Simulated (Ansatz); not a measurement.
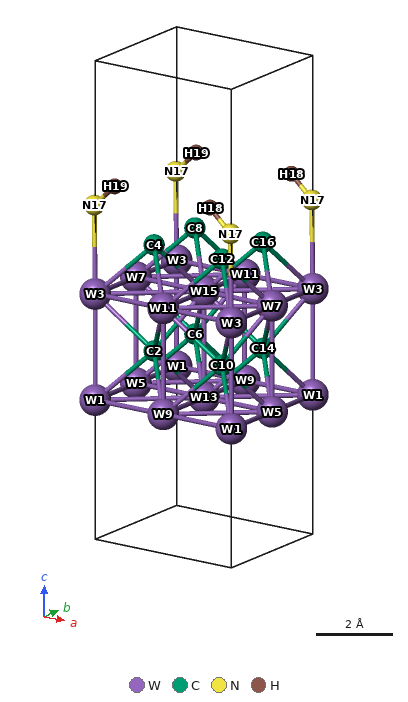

Figure 1. The starting structure (ball-and-stick view of the cell of the calculation, with the vacuum cut short, seen slightly off an axis; atoms are numbered from 1 in the order of the input). An atom can appear more than once, as a periodic image.

Geometry relaxation of W$_{8}$H$_{2}$C$_{8}$N (part 1 of 3)

- system: W$_{8}$H$_{2}$C$_{8}$N (slab, 19 atoms in the cell)
- method: DFT PBE, scalar-relativistic, plane waves, PAW, PAW set soft_1, no spin polarisation (Ansatz 0.2.0)

The structure derives from an entry of the Crystallography Open Database. The input holds or restrains some coordinates. Forces given for the steps count only the free coordinates. It belongs to a series of runs on one base structure; here: start relaxed. Figures and captions count atoms from 1; the log counts them from 0 in places.

**Input file**
```yaml
accuracy: low
crystal:
  lattice:
    - [5.80316, 0.0, 0.0]
    - [-2.90158, 5.025684, 0.0]
    - [0.0, 0.0, 17.258005]
  atoms:
    - { symbol: W, position: [0.0, 0.0, 0.0579441] }
    - { symbol: C, position: [0.3333333, 0.1666667, 0.1401862] }
    - { symbol: W, position: [0.0, 0.0, 0.2224284] }
    - { symbol: C, position: [0.3333333, 0.1666667, 0.3046705] }
    - { symbol: W, position: [0.0, 0.5, 0.0579441] }
    - { symbol: C, position: [0.3333333, 0.6666667, 0.1401862] }
    - { symbol: W, position: [0.0, 0.5, 0.2224284] }
    - { symbol: C, position: [0.3333333, 0.6666667, 0.3046705] }
    - { symbol: W, position: [0.5, 0.0, 0.0579441] }
    - { symbol: C, position: [0.8333333, 0.1666667, 0.1401862] }
    - { symbol: W, position: [0.5, 0.0, 0.2224284] }
    - { symbol: C, position: [0.8333333, 0.1666667, 0.3046705] }
    - { symbol: W, position: [0.5, 0.5, 0.0579441] }
    - { symbol: C, position: [0.8333333, 0.6666667, 0.1401862] }
    - { symbol: W, position: [0.5, 0.5, 0.2224284] }
    - { symbol: C, position: [0.8333333, 0.6666667, 0.3046705] }
    - { symbol: "N", position: [-0.009025, 0.0034018, 0.3597174] }
    - { symbol: H, position: [-0.1522874, -0.0081363, 0.3944839] }
    - { symbol: H, position: [0.1342374, 0.0149399, 0.3944839] }
basis:
  ecutwfc: 420.0
kpoints:
  mp_grid: { grid: [2, 2, 1] }
hamiltonian:
  xc: pbe
  pseudopotentials: { kind: paw, azcp: { folder: soft_1 } }
scf:
  occupations: { method: fermi_dirac, width: 0.1 }
  lower_state_search: "off"
relax:
  f_tol: 0.08
  max_steps: 25
  adjacent_minimum: "off"
  constraints: [{ sites: [0, 4, 8, 12] }]
```

Run on 2 threads of Arm Neoverse V1, 24 GiB of memory available, shared host.

Launched with:
```bash
ansatz run input.yaml --threads 2 --pin off --max-ram 5120MiB --backend cpu --events-out ev --progress --plain --runs-dir out
```

**Log**
```
Engine: ansatz 0.2.0, aarch64-unknown-linux-gnu
Pseudopotentials: kind: paw
Pseudopotential: W, paw, valence charge 14, recommended cutoff 420 eV (normal), [file]
Pseudopotential: C, paw, valence charge 4, recommended cutoff 420 eV (normal), [file]
Pseudopotential: N, paw, valence charge 5, recommended cutoff 420 eV (normal), [file]
Pseudopotential: H, paw, valence charge 1, recommended cutoff 420 eV (normal), [file]
Functional definition: PBE
  parameter kappa = 0.804
  parameter beta = 0.06672455060314922
  exchange = pbe_x(kappa = kappa, mu = beta*pi^2/3)
  correlation = pbe_c(beta = beta)
Crystal: 19 atoms, lattice volume = 503.327 Å³
Basis set: ecut = 420 eV, 9873 PW (Γ), exchange–correlation on 80×80×240 points (8 copies of the dense FFT grid, shifted against one another)
Bands: 95, of which v1, the nominal top of the filled ones, is band 76 counted from 1 (75 counted from 0)
Symmetry: 1 space group operations
Space group: P1 (ITA 1), of the structure as read, at distance tolerance 8.0e-5 Å
k-points: 4
Non-local potential: W, projectors of the file, l = 0: 3, l = 1: 2, l = 2: 2, l = 3: 1
Non-local potential: C, projectors of the file, l = 0: 2, l = 1: 2, l = 2: 1
Non-local potential: N, projectors of the file, l = 0: 2, l = 1: 2, l = 2: 1
Non-local potential: H, projectors of the file, l = 0: 2, l = 1: 1
PAW form: soft (Blöchl's): semilocal exchange-correlation on the pseudo side does not see the compensation charge
PAW one-centre angular grid: W, 590 points (default); XC on 64 Gauss nodes
PAW one-centre angular grid: C, 110 points (default); XC on 64 Gauss nodes
PAW one-centre angular grid: N, 110 points (default); XC on 64 Gauss nodes
PAW one-centre angular grid: H, 110 points (default); XC on 64 Gauss nodes
Initial density: superposition of atomic densities (neutral atoms: chi_scale 0, normalization atom)
Initial wavefunctions: pseudopotential atomic-orbital guess
Functional: x = pbe(κ = 0.804, μ = 0.2195149727645171), c = pbe(β = 0.06672455060314922)
SCF iter   1: F=—  HF=-85505.407457 eV  |F-HF|=—  |Δ(HF+E_count)|=         —  Δρ=8.10e-2  dr2=1.06e2  ethr=3.10e-3  ⟨swp⟩=7.5  Hψ=1958  notcnv=0  defer=1
preconditioner: auto → LDOS  [metal: Δε(μ)=0.180 eV  Ē_g=8.326 eV  σ=0.100 eV  W_gap=0.39  n_scr=96 (ndim 8)  ℏωp=15.4 eV  f_vac=0.514  D(μ)=7.80/eV (n_scr^D=50)  β→1.0]
SCF iter   2: F=—  HF=-85510.790329 eV  |F-HF|=—  |Δ(HF+E_count)|=    5.38e0  Δρ=9.75e-2  dr2=1.09e2  ethr=3.10e-3  ⟨swp⟩=10.5  Hψ=1299  notcnv=0  defer=17
SCF iter   3: F=—  HF=-85492.706707 eV  |F-HF|=—  |Δ(HF+E_count)|=    1.81e1  Δρ=1.99e-2  dr2=2.42e0  ethr=3.10e-3  ⟨swp⟩=9.2  Hψ=1204  notcnv=0  defer=4
SCF iter   4: F=—  HF=-85492.321579 eV  |F-HF|=—  |Δ(HF+E_count)|=   3.85e-1  Δρ=4.99e-3  dr2=4.22e-1  ethr=1.60e-3  ⟨swp⟩=4.2  Hψ=698  notcnv=0  defer=7
SCF iter   5: F=—  HF=-85492.267035 eV  |F-HF|=—  |Δ(HF+E_count)|=   5.45e-2  Δρ=1.69e-3  dr2=1.69e-2  ethr=2.80e-4  ⟨swp⟩=2.0  Hψ=601  notcnv=0  defer=7
SCF iter   6: F=—  HF=-85492.266829 eV  |F-HF|=—  |Δ(HF+E_count)|=   2.07e-4  Δρ=7.50e-4  dr2=4.46e-3  ethr=1.12e-5  ⟨swp⟩=3.0  Hψ=723  notcnv=0  defer=7
SCF iter   7: F=—  HF=-85492.266961 eV  |F-HF|=—  |Δ(HF+E_count)|=   1.33e-4  Δρ=2.39e-4  dr2=3.78e-4  ethr=2.95e-6  ⟨swp⟩=2.0  Hψ=546  notcnv=0  defer=7
SCF iter   8: F=—  HF=-85492.266979 eV  |F-HF|=—  |Δ(HF+E_count)|=   1.77e-5  Δρ=1.04e-4  dr2=8.22e-5  ethr=6.62e-8  ⟨swp⟩=3.0  Hψ=1536  notcnv=0
SCF iter   9: F=-85492.266977 eV  HF=-85492.266980 eV  |F-HF|=2.37e-6  |Δ(HF+E_count)|=   5.44e-7  Δρ=4.01e-5  dr2=9.25e-6  ethr=5.44e-8  ⟨swp⟩=4.0  Hψ=1109  notcnv=0
SCF 1 converged in 9 iterations: F = -85492.266977 eV  dr2 = 9.25e-6
  greatest PAW one-centre occupation: 0.999 electrons in one spin orbital (limit 2), on the W atom at site 14 (counted from 0), in its partial waves of l = 0
relax step   1: F+E_penalty+E_count = -85492.26697737 eV  Δ(F+E_penalty+E_count) = +0.000e0 eV  max|allowed force component| = 4.672e0 eV/Å  Δτ_max = 0.0000 Å  (9 SCF iters, dr2 threshold 1.00e-4 eV, accepted)
Initial density: handed on by an earlier stage of this run
Initial wavefunctions: those handed on with the density
iter 1 solved again at ethr=1.30e-3 eV; its pass at ethr=3.10e-3 eV (dr2=1.97e0 eV) is discarded
SCF iter   1: F=—  HF=-85495.645893 eV  |F-HF|=—  |Δ(HF+E_count)|=         —  Δρ=1.66e-2  dr2=2.01e0  ethr=1.30e-3  ⟨swp⟩=1.5  Hψ=1754  notcnv=0  defer=4
preconditioner: auto → LDOS  [metal: Δε(μ)=0.127 eV  Ē_g=7.652 eV  σ=0.100 eV  W_gap=0.30  n_scr=96 (ndim 8)  ℏωp=15.4 eV  f_vac=0.536  D(μ)=6.15/eV (n_scr^D=38)  β→1.0]
SCF iter   2: F=—  HF=-85495.626874 eV  |F-HF|=—  |Δ(HF+E_count)|=   1.90e-2  Δρ=1.30e-2  dr2=2.09e0  ethr=1.30e-3  ⟨swp⟩=4.5  Hψ=707  notcnv=0  defer=4
SCF iter   3: F=—  HF=-85495.284103 eV  |F-HF|=—  |Δ(HF+E_count)|=   3.43e-1  Δρ=1.76e-3  dr2=4.32e-2  ethr=1.30e-3  ⟨swp⟩=3.0  Hψ=660  notcnv=0  defer=4
SCF iter   4: F=—  HF=-85495.281072 eV  |F-HF|=—  |Δ(HF+E_count)|=   3.03e-3  Δρ=5.27e-4  dr2=1.98e-3  ethr=2.86e-5  ⟨swp⟩=2.0  Hψ=566  notcnv=0  defer=4
SCF iter   5: F=—  HF=-85495.281097 eV  |F-HF|=—  |Δ(HF+E_count)|=   2.50e-5  Δρ=1.78e-4  dr2=2.88e-4  ethr=1.31e-6  ⟨swp⟩=3.2  Hψ=831  notcnv=0  defer=4
SCF iter   6: F=-85495.281104 eV  HF=-85495.281120 eV  |F-HF|=1.62e-5  |Δ(HF+E_count)|=   2.34e-5  Δρ=6.49e-5  dr2=3.69e-5  ethr=6.62e-8  ⟨swp⟩=3.2  Hψ=1431  notcnv=0
SCF 2 converged in 6 iterations: F = -85495.281104 eV  dr2 = 3.69e-5
relax step   2: F+E_penalty+E_count = -85495.28110405 eV  Δ(F+E_penalty+E_count) = -3.014e0 eV  max|allowed force component| = 2.970e0 eV/Å  Δτ_max = 0.1946 Å  (6 SCF iters, dr2 threshold 1.00e-4 eV, accepted)
iter 1 solved again at ethr=5.73e-4 eV; its pass at ethr=3.10e-3 eV (dr2=8.66e-1 eV) is discarded
SCF iter   1: F=—  HF=-85496.847632 eV  |F-HF|=—  |Δ(HF+E_count)|=         —  Δρ=1.28e-2  dr2=8.74e-1  ethr=5.73e-4  ⟨swp⟩=1.8  Hψ=1615  notcnv=0  defer=4
preconditioner: auto → LDOS  [metal: Δε(μ)=0.070 eV  Ē_g=7.808 eV  σ=0.100 eV  W_gap=0.17  n_scr=96 (ndim 8)  ℏωp=15.4 eV  f_vac=0.540  D(μ)=7.55/eV (n_scr^D=38)  β→1.0]
SCF iter   2: F=—  HF=-85496.822855 eV  |F-HF|=—  |Δ(HF+E_count)|=   2.48e-2  Δρ=8.15e-3  dr2=6.54e-1  ethr=5.73e-4  ⟨swp⟩=3.2  Hψ=705  notcnv=0  defer=4
SCF iter   3: F=—  HF=-85496.675588 eV  |F-HF|=—  |Δ(HF+E_count)|=   1.47e-1  Δρ=1.82e-3  dr2=4.71e-2  ethr=4.33e-4  ⟨swp⟩=2.0  Hψ=650  notcnv=0  defer=6
SCF iter   4: F=—  HF=-85496.668297 eV  |F-HF|=—  |Δ(HF+E_count)|=   7.29e-3  Δρ=4.29e-4  dr2=1.03e-3  ethr=3.12e-5  ⟨swp⟩=2.0  Hψ=593  notcnv=0  defer=6
SCF iter   5: F=—  HF=-85496.668193 eV  |F-HF|=—  |Δ(HF+E_count)|=   1.04e-4  Δρ=1.42e-4  dr2=1.64e-4  ethr=6.82e-7  ⟨swp⟩=3.2  Hψ=784  notcnv=0  defer=6
SCF iter   6: F=-85496.668194 eV  HF=-85496.668200 eV  |F-HF|=5.80e-6  |Δ(HF+E_count)|=   6.26e-6  Δρ=4.36e-5  dr2=1.72e-5  ethr=6.62e-8  ⟨swp⟩=3.0  Hψ=1394  notcnv=0
SCF 3 converged in 6 iterations: F = -85496.668194 eV  dr2 = 1.72e-5
relax step   3: F+E_penalty+E_count = -85496.66819373 eV  Δ(F+E_penalty+E_count) = -1.387e0 eV  max|allowed force component| = 3.366e0 eV/Å  Δτ_max = 0.1947 Å  (6 SCF iters, dr2 threshold 1.00e-4 eV, accepted)
iter 1 solved again at ethr=2.89e-4 eV; its pass at ethr=3.10e-3 eV (dr2=4.37e-1 eV) is discarded
SCF iter   1: F=—  HF=-85497.767917 eV  |F-HF|=—  |Δ(HF+E_count)|=         —  Δρ=1.11e-2  dr2=4.44e-1  ethr=2.89e-4  ⟨swp⟩=1.8  Hψ=1623  notcnv=0  defer=6
preconditioner: auto → LDOS  [metal: Δε(μ)=0.094 eV  Ē_g=7.919 eV  σ=0.100 eV  W_gap=0.23  n_scr=96 (ndim 8)  ℏωp=15.4 eV  f_vac=0.541  D(μ)=7.09/eV (n_scr^D=38)  β→1.0]
SCF iter   2: F=—  HF=-85497.733880 eV  |F-HF|=—  |Δ(HF+E_count)|=   3.40e-2  Δρ=6.24e-3  dr2=2.39e-1  ethr=2.89e-4  ⟨swp⟩=3.5  Hψ=855  notcnv=0  defer=6
SCF iter   3: F=—  HF=-85497.660850 eV  |F-HF|=—  |Δ(HF+E_count)|=   7.30e-2  Δρ=1.03e-3  dr2=7.73e-3  ethr=1.58e-4  ⟨swp⟩=2.8  Hψ=685  notcnv=0  defer=8
SCF iter   4: F=—  HF=-85497.660026 eV  |F-HF|=—  |Δ(HF+E_count)|=   8.23e-4  Δρ=4.28e-4  dr2=2.43e-3  ethr=5.12e-6  ⟨swp⟩=3.0  Hψ=647  notcnv=0  defer=8
SCF iter   5: F=—  HF=-85497.659661 eV  |F-HF|=—  |Δ(HF+E_count)|=   3.65e-4  Δρ=8.81e-5  dr2=3.10e-5  ethr=1.61e-6  ⟨swp⟩=2.0  Hψ=521  notcnv=0  defer=8
SCF iter   6: F=-85497.659661 eV  HF=-85497.659661 eV  |F-HF|=4.05e-7  |Δ(HF+E_count)|=   3.81e-7  Δρ=2.69e-5  dr2=4.22e-6  ethr=2.05e-8  ⟨swp⟩=5.0  Hψ=1204  notcnv=0
SCF 4 converged in 6 iterations: F = -85497.659661 eV  dr2 = 4.22e-6
  greatest PAW one-centre occupation: 0.999 electrons in one spin orbital (limit 2), on the W atom at site 10 (counted from 0), in its partial waves of l = 0
relax step   4: F+E_penalty+E_count = -85497.65966092 eV  Δ(F+E_penalty+E_count) = -9.915e-1 eV  max|allowed force component| = 1.250e0 eV/Å  Δτ_max = 0.1949 Å  (6 SCF iters, dr2 threshold 1.00e-4 eV, accepted)
iter 1 solved again at ethr=2.54e-4 eV; its pass at ethr=3.10e-3 eV (dr2=3.84e-1 eV) is discarded
SCF iter   1: F=—  HF=-85498.127253 eV  |F-HF|=—  |Δ(HF+E_count)|=         —  Δρ=1.13e-2  dr2=3.93e-1  ethr=2.54e-4  ⟨swp⟩=2.0  Hψ=1547  notcnv=0  defer=8
preconditioner: auto → LDOS  [metal: Δε(μ)=0.156 eV  Ē_g=7.960 eV  σ=0.100 eV  W_gap=0.37  n_scr=96 (ndim 8)  ℏωp=15.4 eV  f_vac=0.542  D(μ)=6.45/eV (n_scr^D=38)  β→1.0]
SCF iter   2: F=—  HF=-85498.111536 eV  |F-HF|=—  |Δ(HF+E_count)|=   1.57e-2  Δρ=5.48e-3  dr2=1.81e-1  ethr=2.54e-4  ⟨swp⟩=3.5  Hψ=830  notcnv=0  defer=8
SCF iter   3: F=—  HF=-85498.062476 eV  |F-HF|=—  |Δ(HF+E_count)|=   4.91e-2  Δρ=1.26e-3  dr2=1.08e-2  ethr=1.20e-4  ⟨swp⟩=2.8  Hψ=664  notcnv=0  defer=9
SCF iter   4: F=—  HF=-85498.060700 eV  |F-HF|=—  |Δ(HF+E_count)|=   1.78e-3  Δρ=3.20e-4  dr2=1.22e-3  ethr=7.17e-6  ⟨swp⟩=2.8  Hψ=590  notcnv=0  defer=9
SCF iter   5: F=—  HF=-85498.060502 eV  |F-HF|=—  |Δ(HF+E_count)|=   1.98e-4  Δρ=7.49e-5  dr2=5.20e-5  ethr=8.09e-7  ⟨swp⟩=2.0  Hψ=547  notcnv=0  defer=9
SCF iter   6: F=-85498.060505 eV  HF=-85498.060507 eV  |F-HF|=2.15e-6  |Δ(HF+E_count)|=   4.88e-6  Δρ=2.87e-5  dr2=7.52e-6  ethr=3.45e-8  ⟨swp⟩=4.2  Hψ=1150  notcnv=0
SCF 5 converged in 6 iterations: F = -85498.060505 eV  dr2 = 7.52e-6
relax step   5: F+E_penalty+E_count = -85498.06050494 eV  Δ(F+E_penalty+E_count) = -4.008e-1 eV  max|allowed force component| = 2.808e0 eV/Å  Δτ_max = 0.1994 Å  (6 SCF iters, dr2 threshold 1.00e-4 eV, accepted)
iter 1 solved again at ethr=1.88e-4 eV; its pass at ethr=3.10e-3 eV (dr2=2.84e-1 eV) is discarded
SCF iter   1: F=—  HF=-85498.305823 eV  |F-HF|=—  |Δ(HF+E_count)|=         —  Δρ=1.02e-2  dr2=2.88e-1  ethr=1.88e-4  ⟨swp⟩=2.0  Hψ=1539  notcnv=0  defer=8
preconditioner: auto → LDOS  [metal: Δε(μ)=0.121 eV  Ē_g=7.900 eV  σ=0.100 eV  W_gap=0.29  n_scr=96 (ndim 8)  ℏωp=15.4 eV  f_vac=0.540  D(μ)=7.33/eV (n_scr^D=38)  β→1.0]
SCF iter   2: F=—  HF=-85498.283991 eV  |F-HF|=—  |Δ(HF+E_count)|=   2.18e-2  Δρ=3.96e-3  dr2=8.03e-2  ethr=1.88e-4  ⟨swp⟩=3.0  Hψ=811  notcnv=0  defer=8
SCF iter   3: F=—  HF=-85498.255978 eV  |F-HF|=—  |Δ(HF+E_count)|=   2.80e-2  Δρ=9.32e-4  dr2=6.45e-3  ethr=5.32e-5  ⟨swp⟩=2.8  Hψ=720  notcnv=0  defer=8
SCF iter   4: F=—  HF=-85498.254598 eV  |F-HF|=—  |Δ(HF+E_count)|=   1.38e-3  Δρ=2.48e-4  dr2=5.88e-4  ethr=4.27e-6  ⟨swp⟩=3.0  Hψ=743  notcnv=0  defer=8
SCF iter   5: F=—  HF=-85498.254492 eV  |F-HF|=—  |Δ(HF+E_count)|=   1.06e-4  Δρ=5.54e-5  dr2=3.30e-5  ethr=3.90e-7  ⟨swp⟩=2.5  Hψ=687  notcnv=0  defer=8
SCF iter   6: F=-85498.254496 eV  HF=-85498.254497 eV  |F-HF|=7.95e-7  |Δ(HF+E_count)|=   5.27e-6  Δρ=2.12e-5  dr2=4.46e-6  ethr=2.18e-8  ⟨swp⟩=4.0  Hψ=1132  notcnv=0
SCF 6 converged in 6 iterations: F = -85498.254496 eV  dr2 = 4.46e-6
relax step   6: F+E_penalty+E_count = -85498.25449612 eV  Δ(F+E_penalty+E_count) = -1.940e-1 eV  max|allowed force component| = 1.403e0 eV/Å  Δτ_max = 0.2000 Å  (6 SCF iters, dr2 threshold 1.00e-4 eV, accepted)
```
